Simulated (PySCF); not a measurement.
## BN$_{2}$H$_{5}$ (charge +1): geometry relaxation (part 2 of 2)

Continued. System: BN$_{2}$H$_{5}$, charge +1, multiplicity 2. Method: B3LYP/6-31G*, UKS (PySCF 2.14.0). The atoms were displaced at random from an optimised geometry. The geometry is that of the parent species in another charge or spin state.

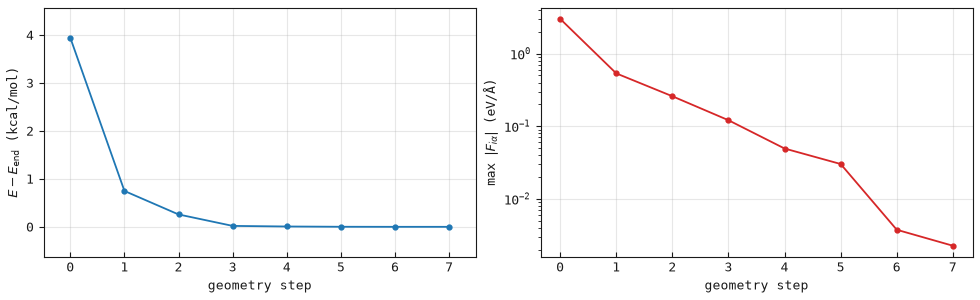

*Progress of the relaxation, step by step (steps are counted from 0).*

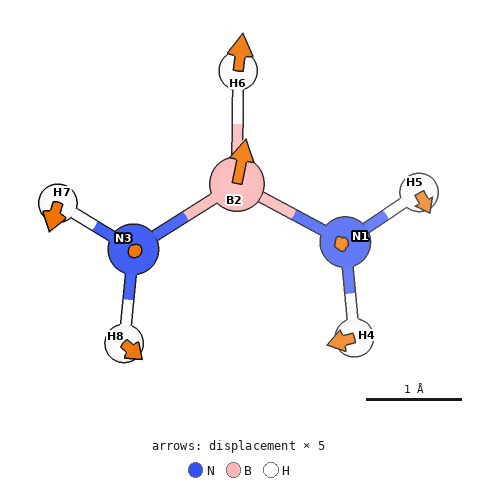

*The starting structure with the displacements as orange arrows, magnified 5 times (ball-and-stick view, seen at a tilt). The two geometries are laid on each other by the best rigid fit.*

The largest move after the best rigid fit is that of B2, 0.099 Å. Largest moves by element: B 0.099 Å, H 0.084 Å, N 0.033 Å. Among the contacts that change: B2–N3 1.378 → 1.433 Å, N1–H5 0.994 → 1.021 Å, B2–H6 1.197 → 1.180 Å, N3–H7 1.004 → 1.021 Å. Among the angles that change: N1–B2–N3 124.6° → 116.1°, N1–B2–H6 117.2° → 121.9°, N3–B2–H6 118.2° → 121.9°. After 7 geometry steps the energy has fallen by 3.94 kcal/mol. Largest force component: 3 eV/Å at the start, 0.0023 eV/Å at the end. (Atoms are counted from 1 in the order of the input.)

```
Step    7 : Displace = 7.039e-04/1.242e-03 (rms/max) Trust = 2.828e-01 (+) Grad = 2.793e-05/5.718e-05 (rms/max) E (change) = -137.1131852731 (-1.232e-07) Quality = 1.123
Hessian Eigenvalues: 1.47847e-02 2.29394e-02 2.58287e-02 ... 4.81150e-01 4.99831e-01 5.39564e-01
Converged! =D

converged: True
N          -0.96079393        0.50749626       -0.57868216
B           0.22918494        0.46954520        0.21874546
N           0.83807895       -0.81731038        0.38322804
H          -1.40156690       -0.29401214       -1.03239272
H          -1.45878665        1.38293546       -0.74658981
H           0.68171899        1.44152265        0.71159771
H           1.68881226       -0.93455452        0.93558576
H           0.49821318       -1.69441196       -0.01396758

WARN: HOMO -0.298671974583989 >= LUMO -0.29867197458399

converged SCF energy = -137.113185273076  <S^2> = 0.77225497  2S+1 = 2.0221325
Final energy -137.11318527307594
frequencies (1/cm) [ 389.2  390.2  395.9  800.9  813.5  815.2  903.4  915.6 1019.5 1160.1
 1179.5 1635.6 1670.2 2802.3 3489.6 3499.  3585.3 3585.7]
temperature 298.1500 [K]
pressure 101325.00 [Pa]
Rotational constants [GHz] 47.40842 9.37771 7.82907
Symmetry number 2
Zero-point energy (ZPE) 0.06618 [Eh]   173760.754 [J/mol]
                           tot       elec      trans        rot        vib
Entropy [J/mol/K]       265.069      5.763    155.902     86.497     16.906
Cv [J/mol/K]             59.408      0.000     12.472     12.472     34.464
Cp [J/mol/K]             67.722      0.000     20.786     12.472     34.464
Internal energy [J/mol]                      3718.434   3718.434 177333.416
Internal energy [Eh]   -137.04281  -137.11319
Enthalpy [J/mol]                             6197.391   3718.434 177333.416
Enthalpy [Eh]          -137.04187
Gibbs free energy [J/mol]                  -40284.926 -22070.620 172292.841
Gibbs free energy [Eh] -137.07197
```

### Trajectory as extended XYZ (Å, eV, eV/Å), 8 frames, from step=0 to step=7
```
8
Properties=species:S:1:pos:R:3:forces:R:3 step=0 energy=-3730.86886
N    -0.9853    0.5300   -0.5803    0.4116  -1.7932  -0.1322
B     0.2037    0.3782    0.1896    0.3669   3.0106   0.6533
N     0.8657   -0.8151    0.3805   -0.2333  -0.8466  -0.1386
H    -1.4302   -0.2469   -1.0621   -0.3289  -0.0557  -0.2111
H    -1.4346    1.4074   -0.7077   -0.5540   1.1287  -0.1197
H     0.6727    1.3680    0.6729   -0.1963  -0.2450  -0.0839
H     1.6812   -0.8716    0.9635    0.6314  -0.0879   0.3326
H     0.5408   -1.6879    0.0219   -0.0974  -1.1109  -0.3003
8
Properties=species:S:1:pos:R:3:forces:R:3 step=1 energy=-3731.00741
N    -0.9442    0.4816   -0.5638   -0.0902   0.1626  -0.0657
B     0.2461    0.4776    0.2375   -0.2010   0.5341  -0.2147
N     0.8262   -0.8000    0.3587    0.3158  -0.2855   0.3734
H    -1.3678   -0.3213   -1.0325    0.0399  -0.0184   0.0476
H    -1.4500    1.3447   -0.7319   -0.2198   0.2489  -0.0751
H     0.7039    1.4657    0.7149   -0.1302  -0.2170  -0.0515
H     1.6559   -0.9309    0.9300    0.2237  -0.2204   0.0247
H     0.4438   -1.6553   -0.0347    0.0619  -0.2044  -0.0388
8
Properties=species:S:1:pos:R:3:forces:R:3 step=2 energy=-3731.02865
N    -0.9721    0.5117   -0.5851    0.0979   0.0718   0.0798
B     0.2309    0.4602    0.2138   -0.1355  -0.0735  -0.1152
N     0.8585   -0.8202    0.3930   -0.2016  -0.1930  -0.1419
H    -1.4242   -0.2738   -1.0598    0.0688   0.0236   0.0627
H    -1.4702    1.3995   -0.7335    0.1885  -0.2587   0.0638
H     0.6683    1.4407    0.6951    0.0626   0.0625   0.0634
H     1.7090   -0.9506    0.9497   -0.1369   0.1651  -0.0751
H     0.5141   -1.7058    0.0047    0.0564   0.2021   0.0626
8
Properties=species:S:1:pos:R:3:forces:R:3 step=3 energy=-3731.03901
N    -0.9623    0.5098   -0.5789    0.0849  -0.0336   0.0458
B     0.2337    0.4666    0.2172   -0.1210   0.0686  -0.0656
N     0.8397   -0.8191    0.3818   -0.0045  -0.0042   0.0079
H    -1.3943   -0.2927   -1.0400   -0.0299   0.0301  -0.0046
H    -1.4662    1.3852   -0.7370    0.0254  -0.0517  -0.0011
H     0.6804    1.4429    0.7056    0.0307  -0.0086   0.0223
H     1.6887   -0.9332    0.9377   -0.0087  -0.0209  -0.0163
H     0.4946   -1.6978   -0.0086    0.0231   0.0204   0.0116
8
Properties=species:S:1:pos:R:3:forces:R:3 step=4 energy=-3731.03954
N    -0.9602    0.5050   -0.5784    0.0176   0.0131   0.0104
B     0.2322    0.4690    0.2185   -0.0493   0.0477  -0.0240
N     0.8390   -0.8158    0.3831    0.0249  -0.0409   0.0141
H    -1.4006   -0.2923   -1.0397    0.0106  -0.0201   0.0102
H    -1.4601    1.3799   -0.7393   -0.0133   0.0285  -0.0079
H     0.6813    1.4445    0.7085    0.0014  -0.0134   0.0015
H     1.6885   -0.9370    0.9356    0.0162   0.0086   0.0096
H     0.4943   -1.6917   -0.0106   -0.0079  -0.0236  -0.0141
8
Properties=species:S:1:pos:R:3:forces:R:3 step=5 energy=-3731.03979
N    -0.9607    0.5068   -0.5784    0.0127   0.0008   0.0056
B     0.2308    0.4692    0.2185   -0.0302   0.0224  -0.0151
N     0.8382   -0.8169    0.3830    0.0151  -0.0182   0.0078
H    -1.3997   -0.2933   -1.0363   -0.0006  -0.0024   0.0043
H    -1.4604    1.3819   -0.7425   -0.0023   0.0046  -0.0037
H     0.6815    1.4429    0.7097    0.0041  -0.0046   0.0039
H     1.6887   -0.9352    0.9354    0.0027   0.0015   0.0013
H     0.4960   -1.6939   -0.0118   -0.0016  -0.0043  -0.0042
8
Properties=species:S:1:pos:R:3:forces:R:3 step=6 energy=-3731.03984
N    -0.9609    0.5075   -0.5786    0.0013  -0.0005  -0.0012
B     0.2294    0.4693    0.2186   -0.0038   0.0016  -0.0016
N     0.8381   -0.8174    0.3832    0.0034  -0.0016   0.0017
H    -1.4013   -0.2936   -1.0335   -0.0013   0.0006   0.0015
H    -1.4592    1.3830   -0.7456    0.0010  -0.0013  -0.0003
H     0.6817    1.4415    0.7112    0.0007  -0.0001   0.0010
H     1.6889   -0.9341    0.9355   -0.0014  -0.0011  -0.0009
H     0.4980   -1.6949   -0.0132    0.0002   0.0024  -0.0003
8
Properties=species:S:1:pos:R:3:forces:R:3 step=7 energy=-3731.03984
N    -0.9608    0.5075   -0.5787   -0.0002  -0.0004  -0.0014
B     0.2292    0.4695    0.2187    0.0023  -0.0011   0.0015
N     0.8381   -0.8173    0.3832    0.0000  -0.0007   0.0001
H    -1.4016   -0.2940   -1.0324   -0.0013   0.0007   0.0004
H    -1.4588    1.3829   -0.7466    0.0003  -0.0006   0.0000
H     0.6817    1.4415    0.7116   -0.0004   0.0003  -0.0001
H     1.6888   -0.9346    0.9356   -0.0005   0.0009   0.0000
H     0.4982   -1.6944   -0.0140   -0.0001   0.0008  -0.0006
```

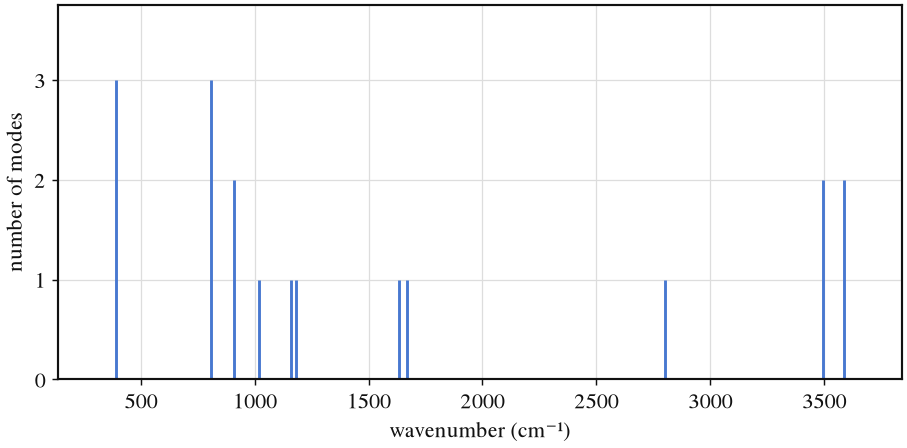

*Harmonic vibrational wavenumbers from the force constants; neighbouring modes closer than 15 cm⁻¹ are counted in one stick.*

18 modes from 389 to 3586 cm⁻¹, none imaginary.

This output came from the following input.

### Input file (run.py)
```python
import numpy
from pyscf import gto, dft, symm
from pyscf.hessian import thermo
from pyscf.geomopt.geometric_solver import kernel as optimise

molecule = gto.Mole()
molecule.atom = '''
N     -0.985300     0.529967    -0.580280
B      0.203705     0.378216     0.189566
N      0.865701    -0.815114     0.380480
H     -1.430209    -0.246917    -1.062144
H     -1.434644     1.407416    -0.707746
H      0.672687     1.368000     0.672878
H      1.681176    -0.871642     0.963450
H      0.540775    -1.687926     0.021914
'''
molecule.basis = '6-31g*'
molecule.verbose = 3
molecule.max_memory = 1860
molecule.spin = 1
molecule.charge = 1
molecule.build()

myscf = dft.UKS(molecule, xc='b3lyp')
myscf.grids.level = 4
myscf.conv_tol = 1e-10
myscf = myscf.newton()
converged, mol_eq = optimise(myscf, maxsteps=80)
print('converged:', converged)
print(mol_eq.tostring())

myscf.reset(mol_eq)
molecule = mol_eq
myscf.kernel()
e_tot = myscf.e_tot
print('Final energy', e_tot)
hess = myscf.Hessian().kernel()
modes = thermo.harmonic_analysis(molecule, hess)
print('frequencies (1/cm)', numpy.round(modes['freq_wavenumber'], 1))
symm.geom.TOLERANCE = 1e-3  # for the symmetry number
th = thermo.thermo(myscf, modes['freq_au'], 298.15, 101325)
thermo.dump_thermo(molecule, th)
```

Command:
```bash
OMP_NUM_THREADS=1 python run.py
```

### Summary

| quantity | value |
| --- | --- |
| outcome | converged |
| total energy | −137.113185 hartree |
| basis functions | 52 |
| ⟨S²⟩ | 0.772 |
| zero-point energy | 0.066182 hartree |
| wavenumbers, lowest and highest | 389 and 3586 cm⁻¹ |
| hardware | 1 thread of AMD EPYC (Zen 5), 16 GiB of memory available, shared host |
| wall time | 1.8 min |
| peak memory | 0.95 GiB |

### Notes

The record of the run, not the program, notes: dipole of an ion depends on the origin.
